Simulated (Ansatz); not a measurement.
# H3S+ (triplet): PBE0, B3LYP over a scan of the distance S1–H2, 6-31G, part 1 of 2

How well do these functionals follow the top wave-function level for H3S+ (triplet) over a scan of the distance S1–H2?

Method: 6-31G, all electrons in the functionals; program: Ansatz 0.2.0, Gaussian basis.

To be run: PBE0, B3LYP, at 1.106 Å; 1.235 Å; 1.357 Å; 1.485 Å; 1.690 Å; 1.882 Å; 2.198 Å; 2.567 Å; 3.018 Å; 3.628 Å; 4.582 Å.

22 further runs of the same task are left out: 1 for a mislabelled method, 16 that didn't finish, 5 set aside as unsound or not needed.

## (1) What is computed

The geometry derives from a PBE0/def2-TZVP stationary point (not a proven minimum). One bond is set to the value named and the two fragments are kept rigid.

4 atoms, charge 1, spin multiplicity 3.

Atoms are counted from 1 here; the program's logs count them from 0.

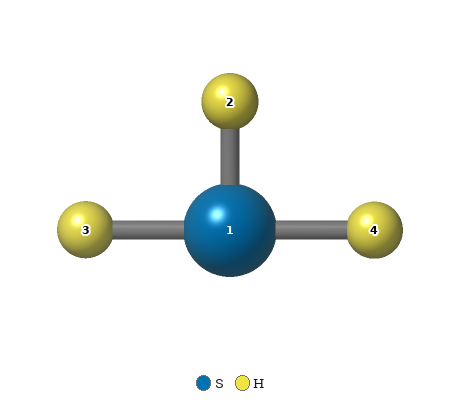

The geometry (sulfur blue, hydrogen yellow); atoms are numbered from 1 in the order of the file.

No dispersion term is added. B3LYP takes the VWN-RPA correlation.

The geometry shown and the zero of energy belong to the point 1.357 Å. The yardstick, FCI, and other wave-function levels (R restricted, U unrestricted, valence and pair active spaces) come from earlier runs.

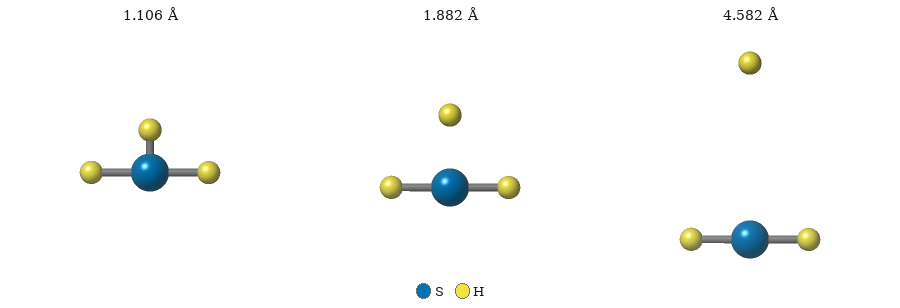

Three points of the scan; sticks are drawn by distance.

## (2) PBE0, 1.106 Å

in.yaml

```yaml
crystal:
  periodic: [false, false, false]
  atoms:
    - {symbol: S, position_ang: [0.000000, -0.031880, 0.000000]}
    - {symbol: H, position_ang: [0.000000, 1.074120, 0.000000]}
    - {symbol: H, position_ang: [0.000000, -0.029969, 1.520127]}
    - {symbol: H, position_ang: [0.000000, -0.029969, -1.520127]}
basis:
  gaussian: {orbitals: 6-31G}
total_charge: 1
magnetization: {spin_polarized: true, initial_magnetization: 2}
hamiltonian: {xc: {name: PBE0}}
output: {forces: true, orbitals: {seedname: orbitals}}
```

The run is started by

```sh
> ansatz run in.yaml --threads 1 --pin off --events-out ev --progress --plain --max-ram 2393MiB
```

The program printed:

```text
Functional definition: PBE0
  name "PBE0"
  cite "Adamo & Barone, J. Chem. Phys. 110, 6158 (1999) doi:10.1063/1.478522"
  cite "Perdew, Burke & Ernzerhof, Phys. Rev. Lett. 77, 3865 (1996) doi:10.1103/PhysRevLett.77.3865"
  parent pbe
  parameter a = 0.25
  parameter kappa = 0.804
  parameter beta = 0.06672455060314922
  exchange = (1 - a)*pbe_x(kappa = kappa, mu = beta*pi^2/3) + a*exact_x
  correlation = pbe_c(beta = beta)
236 factors; integrals over basis functions are off by at most 3.1e-4 eV
mean field evaluation 1: about -10862.9252 eV, gradient 8.0e0 eV
mean field evaluation 2: about -10863.2522 eV, gradient 4.9e0 eV
mean field evaluation 4: about -10863.4116 eV, gradient 8.8e-2 eV
mean field evaluation 8: about -10863.4097 eV, gradient 4.3e-4 eV
mean field -10863.40969287 eV, -399.2229427296 hartree, gradient 4.1e-5 eV, S^2 2.009997; 0 other end points of the search recorded, 0 dependent functions left out
the calculation of the forces begins
reference -10863.40971052 eV, -399.2229433782 hartree; 10, 8 occupied and 9, 11 virtual orbitals, 236 factors
Total energy: -10863.40971052 eV, -399.2229433782 hartree
Atom 0 at     0.000000    -0.031880     0.000000 Å, force     0.000000   -13.375496    -0.000000 eV/Å
Atom 1 at     0.000000     1.074120     0.000000 Å, force    -0.000000    13.883368     0.000000 eV/Å
Atom 2 at     0.000000    -0.029969     1.520127 Å, force    -0.000000    -0.253936     1.249295 eV/Å
Atom 3 at     0.000000    -0.029969    -1.520127 Å, force    -0.000000    -0.253936    -1.249295 eV/Å
Dipole moment:     0.000000     0.288955     0.000000 e Å
```

Run time: 0.3 s. Hardware: 1 thread of Intel Xeon 6975P-C, shared host.

From the report: ⟨S²⟩ of the determinant 2.010 (pure triplet: 2.00).

The fields below are evaluated on a grid from the run's orbitals.

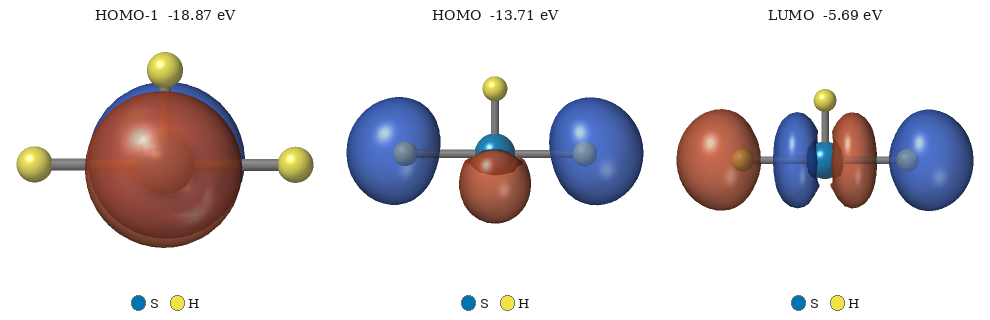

PBE0/6-31G orbitals (alpha spin) near the gap, drawn at the value that encloses 70 % of each; the two colours are the two signs.

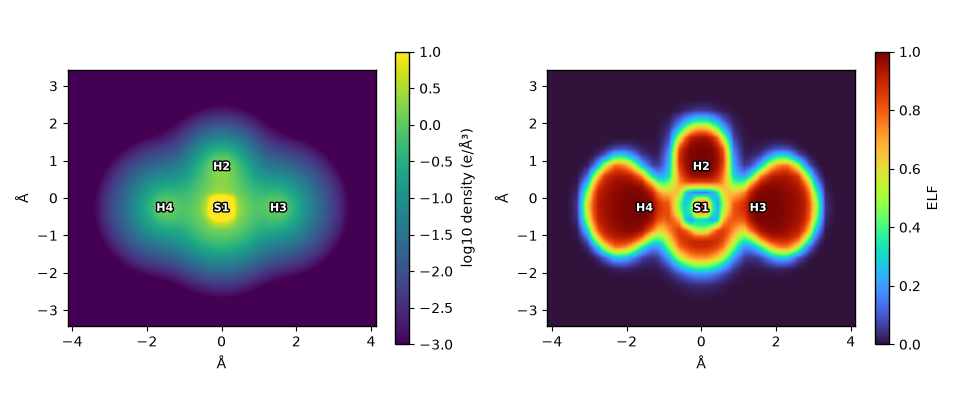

Density (left) and ELF (right) in a plane through or near 4 of the atoms.

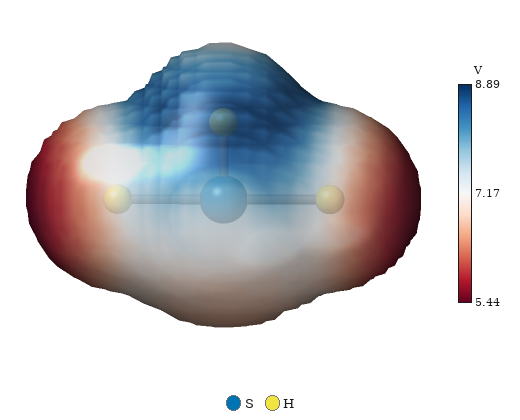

Electrostatic potential on the surface of density 0.002 e/bohr³; red is low, blue high. It runs, from the 1st to the 99th percentile, from 5.44 to 8.89 V.

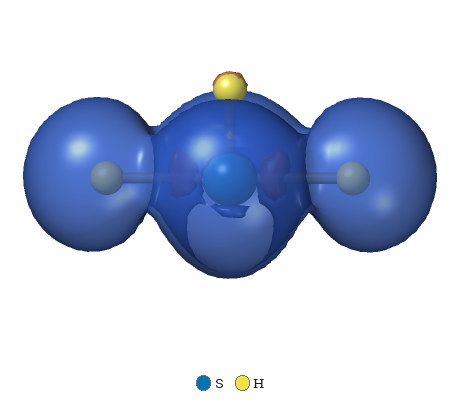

Spin density at ±0.03 e/Å³ (alpha excess blue, beta excess red).

## (3) PBE0, 1.235 Å

in.yaml

```yaml
crystal:
  periodic: [false, false, false]
  atoms:
    - {symbol: S, position_ang: [0.000000, -0.035586, 0.000000]}
    - {symbol: H, position_ang: [0.000000, 1.199414, 0.000000]}
    - {symbol: H, position_ang: [0.000000, -0.033675, 1.520127]}
    - {symbol: H, position_ang: [0.000000, -0.033675, -1.520127]}
basis:
  gaussian: {orbitals: 6-31G}
total_charge: 1
magnetization: {spin_polarized: true, initial_magnetization: 2}
hamiltonian: {xc: {name: PBE0}}
output: {forces: true, orbitals: {seedname: orbitals}}
```

The command is unchanged.

The program printed, shortened:

```text
Functional definition: PBE0
  name "PBE0"
  cite "Adamo & Barone, J. Chem. Phys. 110, 6158 (1999) doi:10.1063/1.478522"
  cite "Perdew, Burke & Ernzerhof, Phys. Rev. Lett. 77, 3865 (1996) doi:10.1103/PhysRevLett.77.3865"
  parent pbe
[...]
236 factors; integrals over basis functions are off by at most 3.1e-4 eV
[...]
mean field -10864.58074286 eV, -399.2659780226 hartree, gradient 7.1e-5 eV, S^2 2.010476; 0 other end points of the search recorded, 0 dependent functions left out
[...]
reference -10864.58076066 eV, -399.2659786768 hartree; 10, 8 occupied and 9, 11 virtual orbitals, 236 factors
Total energy: -10864.58076066 eV, -399.2659786768 hartree
Atom 0 at     0.000000    -0.035586     0.000000 Å, force     0.000000    -4.718637     0.000000 eV/Å
Atom 1 at     0.000000     1.199414     0.000000 Å, force     0.000000     5.176275    -0.000000 eV/Å
Atom 2 at     0.000000    -0.033675     1.520127 Å, force    -0.000000    -0.228819     1.263848 eV/Å
Atom 3 at     0.000000    -0.033675    -1.520127 Å, force    -0.000000    -0.228819    -1.263848 eV/Å
Dipole moment:     0.000000     0.304167    -0.000000 e Å
```

It took 0.3 s on 1 thread of Intel Xeon 6975P-C, shared host.

From the report: ⟨S²⟩ of the determinant 2.010 (pure triplet: 2.00).

## (4) PBE0, 1.357 Å

in.yaml

```yaml
crystal:
  periodic: [false, false, false]
  atoms:
    - {symbol: S, position_ang: [0.000000, -0.039104, 0.000000]}
    - {symbol: H, position_ang: [0.000000, 1.318376, 0.000000]}
    - {symbol: H, position_ang: [0.000000, -0.037193, 1.520127]}
    - {symbol: H, position_ang: [0.000000, -0.037193, -1.520127]}
basis:
  gaussian: {orbitals: 6-31G}
total_charge: 1
magnetization: {spin_polarized: true, initial_magnetization: 2}
hamiltonian: {xc: {name: PBE0}}
output: {forces: true, orbitals: {seedname: orbitals}}
```

Same command.

The program printed, shortened:

```text
Functional definition: PBE0
  name "PBE0"
  cite "Adamo & Barone, J. Chem. Phys. 110, 6158 (1999) doi:10.1063/1.478522"
  cite "Perdew, Burke & Ernzerhof, Phys. Rev. Lett. 77, 3865 (1996) doi:10.1103/PhysRevLett.77.3865"
  parent pbe
[...]
236 factors; integrals over basis functions are off by at most 3.1e-4 eV
[...]
mean field -10864.91655688 eV, -399.2783189603 hartree, gradient 1.9e-5 eV, S^2 2.011089; 0 other end points of the search recorded, 0 dependent functions left out
[...]
reference -10864.91657469 eV, -399.2783196147 hartree; 10, 8 occupied and 9, 11 virtual orbitals, 236 factors
Total energy: -10864.91657469 eV, -399.2783196147 hartree
Atom 0 at     0.000000    -0.039104     0.000000 Å, force    -0.000000    -0.385756    -0.000000 eV/Å
Atom 1 at     0.000000     1.318376     0.000000 Å, force    -0.000000     0.767984    -0.000000 eV/Å
Atom 2 at     0.000000    -0.037193     1.520127 Å, force     0.000000    -0.191114     1.265028 eV/Å
Atom 3 at     0.000000    -0.037193    -1.520127 Å, force     0.000000    -0.191114    -1.265028 eV/Å
Dipole moment:    -0.000000     0.322457    -0.000000 e Å
```

Wall time 0.3 s (1 thread of Intel Xeon 6975P-C, shared host).

From the report: ⟨S²⟩ of the determinant 2.011 (pure triplet: 2.00).

## (5) PBE0, 1.485 Å

in.yaml

```yaml
crystal:
  periodic: [false, false, false]
  atoms:
    - {symbol: S, position_ang: [0.000000, -0.042767, 0.000000]}
    - {symbol: H, position_ang: [0.000000, 1.442233, 0.000000]}
    - {symbol: H, position_ang: [0.000000, -0.040856, 1.520127]}
    - {symbol: H, position_ang: [0.000000, -0.040856, -1.520127]}
basis:
  gaussian: {orbitals: 6-31G}
total_charge: 1
magnetization: {spin_polarized: true, initial_magnetization: 2}
hamiltonian: {xc: {name: PBE0}}
output: {forces: true, orbitals: {seedname: orbitals}}
```

Same command.

The program printed, shortened:

```text
Functional definition: PBE0
  name "PBE0"
  cite "Adamo & Barone, J. Chem. Phys. 110, 6158 (1999) doi:10.1063/1.478522"
  cite "Perdew, Burke & Ernzerhof, Phys. Rev. Lett. 77, 3865 (1996) doi:10.1103/PhysRevLett.77.3865"
  parent pbe
[...]
236 factors; integrals over basis functions are off by at most 3.3e-4 eV
[...]
mean field -10864.84670003 eV, -399.2757517684 hartree, gradient 4.5e-5 eV, S^2 2.012046; 0 other end points of the search recorded, 0 dependent functions left out
[...]
reference -10864.84671785 eV, -399.2757524235 hartree; 10, 8 occupied and 9, 11 virtual orbitals, 236 factors
Total energy: -10864.84671785 eV, -399.2757524235 hartree
Atom 0 at     0.000000    -0.042767     0.000000 Å, force     0.000000     1.862125     0.000000 eV/Å
Atom 1 at     0.000000     1.442233     0.000000 Å, force     0.000000    -1.584663    -0.000000 eV/Å
Atom 2 at     0.000000    -0.040856     1.520127 Å, force    -0.000000    -0.138731     1.252496 eV/Å
Atom 3 at     0.000000    -0.040856    -1.520127 Å, force    -0.000000    -0.138731    -1.252496 eV/Å
Dipole moment:     0.000000     0.346871     0.000000 e Å
```

Run time: 0.3 s. Hardware: 1 thread of Intel Xeon 6975P-C, shared host.

From the report: ⟨S²⟩ of the determinant 2.012 (pure triplet: 2.00).

From 1.357 Å: +1.6 kcal/mol.

## (6) PBE0, 1.690 Å

in.yaml

```yaml
crystal:
  periodic: [false, false, false]
  atoms:
    - {symbol: S, position_ang: [0.000000, -0.048656, 0.000000]}
    - {symbol: H, position_ang: [0.000000, 1.641344, 0.000000]}
    - {symbol: H, position_ang: [0.000000, -0.046745, 1.520127]}
    - {symbol: H, position_ang: [0.000000, -0.046745, -1.520127]}
basis:
  gaussian: {orbitals: 6-31G}
total_charge: 1
magnetization: {spin_polarized: true, initial_magnetization: 2}
hamiltonian: {xc: {name: PBE0}}
output: {forces: true, orbitals: {seedname: orbitals}}
```

The command is unchanged.

The program printed, shortened:

```text
Functional definition: PBE0
  name "PBE0"
  cite "Adamo & Barone, J. Chem. Phys. 110, 6158 (1999) doi:10.1063/1.478522"
  cite "Perdew, Burke & Ernzerhof, Phys. Rev. Lett. 77, 3865 (1996) doi:10.1103/PhysRevLett.77.3865"
  parent pbe
[...]
236 factors; integrals over basis functions are off by at most 3.7e-4 eV
[...]
mean field -10864.34470697 eV, -399.2573038639 hartree, gradient 1.6e-5 eV, S^2 2.015038; 0 other end points of the search recorded, 0 dependent functions left out
[...]
reference -10864.34472501 eV, -399.2573045266 hartree; 10, 8 occupied and 9, 11 virtual orbitals, 236 factors
Total energy: -10864.34472501 eV, -399.2573045266 hartree
Atom 0 at     0.000000    -0.048656     0.000000 Å, force    -0.000000     3.046780     0.000000 eV/Å
Atom 1 at     0.000000     1.641344     0.000000 Å, force     0.000000    -2.984047    -0.000000 eV/Å
Atom 2 at     0.000000    -0.046745     1.520127 Å, force     0.000000    -0.031366     1.194177 eV/Å
Atom 3 at     0.000000    -0.046745    -1.520127 Å, force     0.000000    -0.031366    -1.194177 eV/Å
Dipole moment:     0.000000     0.398631    -0.000000 e Å
```

Run time: 0.3 s. Hardware: 1 thread of Intel Xeon 6975P-C, shared host.

From the report: ⟨S²⟩ of the determinant 2.015 (pure triplet: 2.00).

From 1.357 Å: +13.2 kcal/mol.

## (7) PBE0, 1.882 Å

in.yaml

```yaml
crystal:
  periodic: [false, false, false]
  atoms:
    - {symbol: S, position_ang: [0.000000, -0.054171, 0.000000]}
    - {symbol: H, position_ang: [0.000000, 1.827829, 0.000000]}
    - {symbol: H, position_ang: [0.000000, -0.052260, 1.520127]}
    - {symbol: H, position_ang: [0.000000, -0.052260, -1.520127]}
basis:
  gaussian: {orbitals: 6-31G}
total_charge: 1
magnetization: {spin_polarized: true, initial_magnetization: 2}
hamiltonian: {xc: {name: PBE0}}
output: {forces: true, orbitals: {seedname: orbitals}}
```

The command is unchanged.

The program printed, shortened:

```text
Functional definition: PBE0
  name "PBE0"
  cite "Adamo & Barone, J. Chem. Phys. 110, 6158 (1999) doi:10.1063/1.478522"
  cite "Perdew, Burke & Ernzerhof, Phys. Rev. Lett. 77, 3865 (1996) doi:10.1103/PhysRevLett.77.3865"
  parent pbe
[...]
236 factors; integrals over basis functions are off by at most 3.1e-4 eV
[...]
mean field -10863.74855592 eV, -399.2353957169 hartree, gradient 1.3e-5 eV, S^2 2.020091; 2 other end points of the search recorded, 0 dependent functions left out
[...]
reference -10863.74857404 eV, -399.2353963828 hartree; 10, 8 occupied and 9, 11 virtual orbitals, 236 factors
Total energy: -10863.74857404 eV, -399.2353963828 hartree
Atom 0 at     0.000000    -0.054171     0.000000 Å, force     0.000000     2.914505    -0.000000 eV/Å
Atom 1 at     0.000000     1.827829     0.000000 Å, force    -0.000000    -3.109975     0.000000 eV/Å
Atom 2 at     0.000000    -0.052260     1.520127 Å, force    -0.000000     0.097735     1.059477 eV/Å
Atom 3 at     0.000000    -0.052260    -1.520127 Å, force    -0.000000     0.097735    -1.059477 eV/Å
Dipole moment:    -0.000000     0.455274    -0.000000 e Å
```

Wall time 0.33 s (1 thread of Intel Xeon 6975P-C, shared host).

From the report: ⟨S²⟩ of the determinant 2.020 (pure triplet: 2.00).

From 1.357 Å: +26.9 kcal/mol.

## (8) PBE0, 2.198 Å

in.yaml

```yaml
crystal:
  periodic: [false, false, false]
  atoms:
    - {symbol: S, position_ang: [0.000000, -0.063248, 0.000000]}
    - {symbol: H, position_ang: [0.000000, 2.134752, 0.000000]}
    - {symbol: H, position_ang: [0.000000, -0.061337, 1.520127]}
    - {symbol: H, position_ang: [0.000000, -0.061337, -1.520127]}
basis:
  gaussian: {orbitals: 6-31G}
total_charge: 1
magnetization: {spin_polarized: true, initial_magnetization: 2}
hamiltonian: {xc: {name: PBE0}}
output: {orbitals: {seedname: orbitals}}
```

The command is unchanged.

The program printed:

```text
Functional definition: PBE0
  name "PBE0"
  cite "Adamo & Barone, J. Chem. Phys. 110, 6158 (1999) doi:10.1063/1.478522"
  cite "Perdew, Burke & Ernzerhof, Phys. Rev. Lett. 77, 3865 (1996) doi:10.1103/PhysRevLett.77.3865"
  parent pbe
  parameter a = 0.25
  parameter kappa = 0.804
  parameter beta = 0.06672455060314922
  exchange = (1 - a)*pbe_x(kappa = kappa, mu = beta*pi^2/3) + a*exact_x
  correlation = pbe_c(beta = beta)
236 factors; integrals over basis functions are off by at most 3.1e-4 eV
mean field evaluation 1: about -10860.2573 eV, gradient 1.4e1 eV
mean field evaluation 2: about -10855.3999 eV, gradient 2.4e1 eV
mean field evaluation 4: about -10862.7900 eV, gradient 3.1e0 eV
mean field evaluation 8: about -10863.0181 eV, gradient 8.7e-1 eV
mean field evaluation 16: about -10863.0276 eV, gradient 3.4e-3 eV
mean field -10863.02757452 eV, -399.2089001392 hartree, gradient 1.8e-5 eV, S^2 2.048908; 3 other end points of the search recorded, 0 dependent functions left out
reference -10863.02759253 eV, -399.2089008010 hartree; 10, 8 occupied and 9, 11 virtual orbitals, 236 factors
Total energy: -10863.02759253 eV, -399.2089008010 hartree
```

It took 0.33 s on 1 thread of Intel Xeon 6975P-C, shared host.

From the report: ⟨S²⟩ of the determinant 2.049 (pure triplet: 2.00).

From 1.357 Å: +43.6 kcal/mol.

## (9) PBE0, 2.567 Å

in.yaml

```yaml
crystal:
  periodic: [false, false, false]
  atoms:
    - {symbol: S, position_ang: [0.000000, -0.073848, 0.000000]}
    - {symbol: H, position_ang: [0.000000, 2.493152, 0.000000]}
    - {symbol: H, position_ang: [0.000000, -0.071937, 1.520127]}
    - {symbol: H, position_ang: [0.000000, -0.071937, -1.520127]}
basis:
  gaussian: {orbitals: 6-31G}
total_charge: 1
magnetization: {spin_polarized: true, initial_magnetization: 2}
hamiltonian: {xc: {name: PBE0}}
output: {forces: true, orbitals: {seedname: orbitals}}
```

Launched as before.

The program printed, shortened:

```text
Functional definition: PBE0
  name "PBE0"
  cite "Adamo & Barone, J. Chem. Phys. 110, 6158 (1999) doi:10.1063/1.478522"
  cite "Perdew, Burke & Ernzerhof, Phys. Rev. Lett. 77, 3865 (1996) doi:10.1103/PhysRevLett.77.3865"
  parent pbe
[...]
236 factors; integrals over basis functions are off by at most 3.1e-4 eV
[...]
mean field -10862.97332709 eV, -399.2069065829 hartree, gradient 2.3e-6 eV, S^2 2.025951; 3 other end points of the search recorded, 0 dependent functions left out
[...]
reference -10862.97334646 eV, -399.2069072945 hartree; 10, 8 occupied and 9, 11 virtual orbitals, 236 factors
Total energy: -10862.97334646 eV, -399.2069072945 hartree
Atom 0 at     0.000000    -0.073848     0.000000 Å, force     0.000000    -0.435881    -0.000000 eV/Å
Atom 1 at     0.000000     2.493152     0.000000 Å, force    -0.000000     0.127717    -0.000000 eV/Å
Atom 2 at     0.000000    -0.071937     1.520127 Å, force    -0.000000     0.154082    -1.896918 eV/Å
Atom 3 at     0.000000    -0.071937    -1.520127 Å, force    -0.000000     0.154082     1.896918 eV/Å
Dipole moment:     0.000000     0.064543     0.000000 e Å
```

Run time: 0.39 s. Hardware: 1 thread of Intel Xeon 6975P-C, shared host.

From the report: ⟨S²⟩ of the determinant 2.026 (pure triplet: 2.00).

From 1.357 Å: +44.8 kcal/mol.

## (10) PBE0, 3.018 Å

in.yaml

```yaml
crystal:
  periodic: [false, false, false]
  atoms:
    - {symbol: S, position_ang: [0.000000, -0.086803, 0.000000]}
    - {symbol: H, position_ang: [0.000000, 2.931197, 0.000000]}
    - {symbol: H, position_ang: [0.000000, -0.084892, 1.520127]}
    - {symbol: H, position_ang: [0.000000, -0.084892, -1.520127]}
basis:
  gaussian: {orbitals: 6-31G}
total_charge: 1
magnetization: {spin_polarized: true, initial_magnetization: 2}
hamiltonian: {xc: {name: PBE0}}
output: {forces: true, orbitals: {seedname: orbitals}}
```

Same command.

The program printed, shortened:

```text
Functional definition: PBE0
  name "PBE0"
  cite "Adamo & Barone, J. Chem. Phys. 110, 6158 (1999) doi:10.1063/1.478522"
  cite "Perdew, Burke & Ernzerhof, Phys. Rev. Lett. 77, 3865 (1996) doi:10.1103/PhysRevLett.77.3865"
  parent pbe
[...]
236 factors; integrals over basis functions are off by at most 3.1e-4 eV
[...]
mean field -10863.02369083 eV, -399.2087574162 hartree, gradient 7.3e-6 eV, S^2 2.005912; 5 other end points of the search recorded, 0 dependent functions left out
[...]
reference -10863.02371166 eV, -399.2087581816 hartree; 10, 8 occupied and 9, 11 virtual orbitals, 236 factors
Total energy: -10863.02371166 eV, -399.2087581816 hartree
Atom 0 at     0.000000    -0.086803     0.000000 Å, force     0.000000    -0.170666    -0.000000 eV/Å
Atom 1 at     0.000000     2.931197     0.000000 Å, force     0.000000     0.066587    -0.000000 eV/Å
Atom 2 at     0.000000    -0.084892     1.520127 Å, force    -0.000000     0.052040    -2.099041 eV/Å
Atom 3 at     0.000000    -0.084892    -1.520127 Å, force    -0.000000     0.052040     2.099041 eV/Å
Dipole moment:     0.000000    -0.064704    -0.000000 e Å
```

Wall time 0.78 s (1 thread of Intel Xeon 6975P-C, shared host).

From the report: ⟨S²⟩ of the determinant 2.006 (pure triplet: 2.00).

From 1.357 Å: +43.7 kcal/mol.

## (11) PBE0, 3.628 Å

in.yaml

```yaml
crystal:
  periodic: [false, false, false]
  atoms:
    - {symbol: S, position_ang: [0.000000, -0.104325, 0.000000]}
    - {symbol: H, position_ang: [0.000000, 3.523675, 0.000000]}
    - {symbol: H, position_ang: [0.000000, -0.102414, 1.520127]}
    - {symbol: H, position_ang: [0.000000, -0.102414, -1.520127]}
basis:
  gaussian: {orbitals: 6-31G}
total_charge: 1
magnetization: {spin_polarized: true, initial_magnetization: 2}
hamiltonian: {xc: {name: PBE0}}
output: {forces: true, orbitals: {seedname: orbitals}}
```

The command is unchanged.

The program printed, shortened:

```text
Functional definition: PBE0
  name "PBE0"
  cite "Adamo & Barone, J. Chem. Phys. 110, 6158 (1999) doi:10.1063/1.478522"
  cite "Perdew, Burke & Ernzerhof, Phys. Rev. Lett. 77, 3865 (1996) doi:10.1103/PhysRevLett.77.3865"
  parent pbe
[...]
237 factors; integrals over basis functions are off by at most 3.1e-4 eV
[...]
mean field -10863.03867916 eV, -399.2093082271 hartree, gradient 3.8e-9 eV, S^2 2.003413; 7 other end points of the search recorded, 0 dependent functions left out
[...]
reference -10863.03870157 eV, -399.2093090505 hartree; 10, 8 occupied and 9, 11 virtual orbitals, 237 factors
Total energy: -10863.03870157 eV, -399.2093090505 hartree
Atom 0 at     0.000000    -0.104325     0.000000 Å, force    -0.000000    -0.051242    -0.000000 eV/Å
Atom 1 at     0.000000     3.523675     0.000000 Å, force    -0.000000     0.001880    -0.000000 eV/Å
Atom 2 at     0.000000    -0.102414     1.520127 Å, force     0.000000     0.024681    -2.103132 eV/Å
Atom 3 at     0.000000    -0.102414    -1.520127 Å, force     0.000000     0.024681     2.103132 eV/Å
Dipole moment:    -0.000000    -0.104266    -0.000000 e Å
```

It took 1.3 s on 1 thread of Intel Xeon 6975P-C, shared host.

From the report: ⟨S²⟩ of the determinant 2.003 (pure triplet: 2.00).

From 1.357 Å: +43.3 kcal/mol.

(Continued in part 2 of 2.)
